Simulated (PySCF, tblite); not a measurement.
# C6H11BOSi2: geometry, infrared bands and NMR shifts

What infrared bands and NMR shifts should C6H11BOSi2 (`C#C[Si@H]1C=C(B(C)C)[SiH2]O1`) show?

Programs: tblite 0.8.0 and PySCF 2.14.0, with density-fitted response routines of our own. Each step states its level of theory. These are calculated values for one molecule in the gas phase, unless marked as measured. Atoms are numbered from 0 throughout.

## Step 1: The starting structure

21 atoms, charge 0, multiplicity 1; geometry from: force field or distance geometry start.

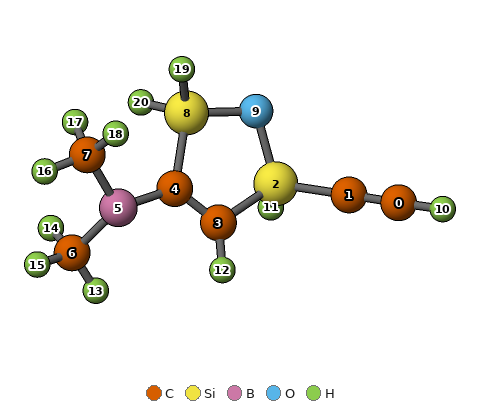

The starting geometry (carbon orange, silicon yellow, boron pink, oxygen blue, hydrogen green), atoms numbered; sticks join atoms by distance.

## Step 2: Optimising the geometry with GFN2-xTB

The job: settings as JSON, then the geometry in Å.

```
{"job": {"kind": "relax", "xc": "GFN2-xTB", "basis": "xTB"}, "charge": 0, "multiplicity": 1}
C      4.776800     0.491000     1.213400
C      3.808600     0.414300     0.496800
Si     2.386500     0.290100    -0.576400
C      1.001800    -0.702400     0.117800
C     -0.149200    -0.087800     0.058000
B     -1.536100    -0.653400     0.556500
C     -2.188600    -1.914500    -0.184900
C     -2.608400     0.479000     0.929000
Si     0.044000     1.567400    -0.736800
O      1.703700     1.827400    -0.878900
H      5.639100     0.571200     1.837800
H      2.763300    -0.403800    -1.828000
H      1.161800    -1.703600     0.559900
H     -1.430500    -2.703100    -0.311900
H     -2.469900    -1.549100    -1.211900
H     -3.116700    -2.233400     0.349800
H     -3.586000    -0.020000     1.111300
H     -2.738600     1.065700    -0.024500
H     -2.283700     1.145800     1.724500
H     -0.521100     2.637000     0.123100
H     -0.665900     1.499200    -2.015500
```

Run with:

```sh
> OMP_NUM_THREADS=1 python probes_run.py task.json out
```

One launch serves the whole session: the jobs run in the order shown.

**Question.** This job is followed by: GFN2-xTB harmonic vibrations, gas phase; GIAO PBE0/pcSseg-1 NMR shielding, non-relativistic, gas phase. What will the session give for the following? strongest single infrared mode (GFN2-xTB); zero-point energy (GFN2-xTB); ¹³C shifts against TMS (PBE0/pcSseg-1, means over atoms taken as alike); ¹H shifts against TMS (PBE0/pcSseg-1, means over atoms taken as alike); ²⁹Si shifts against TMS (PBE0/pcSseg-1); ¹¹B shifts against BF3·OEt2 (PBE0/pcSseg-1); ¹⁷O shifts against H2O (PBE0/pcSseg-1).

As calculated:

| quantity | value |
| --- | --- |
| strongest single infrared mode (GFN2-xTB) | 2273 cm⁻¹, 697 km/mol |
| zero-point energy (GFN2-xTB) | 91.9 kcal/mol |
| ¹³C shifts against TMS (PBE0/pcSseg-1, means over atoms taken as alike) | 198.7, 139.8, 102.3, 89.5, 15.1 ppm |
| ¹H shifts against TMS (PBE0/pcSseg-1, means over atoms taken as alike) | 6.51, 5.44, 5.38, 5.34, 1.99, 0.99 ppm |
| ²⁹Si shifts against TMS (PBE0/pcSseg-1) | -7.2, -22.8 ppm |
| ¹¹B shifts against BF3·OEt2 (PBE0/pcSseg-1) | 85.8 ppm |
| ¹⁷O shifts against H2O (PBE0/pcSseg-1) | 36.4 ppm |

Over 205 steps the energy fell by 1.064 eV; of the close pairs, C1–Si2 changed most, 1.786 to 1.851 Å. The lowest mode is imaginary (49i cm⁻¹), so the xTB geometry is not a minimum. The strongest single mode, at 2273 cm⁻¹, moves mainly H11 and H20. GFN2-xTB is a fitted tight-binding method: band positions and strengths are rough. Its intensities can rank the bands wrongly. The most deshielded hydrogen is H12 (hydrogen on an alkene CH), at 6.51 ppm: olefinic region. At PBE0/pcSseg-1: The largest span, 291 ppm, is at C1, where the paramagnetic term is -162 ppm.
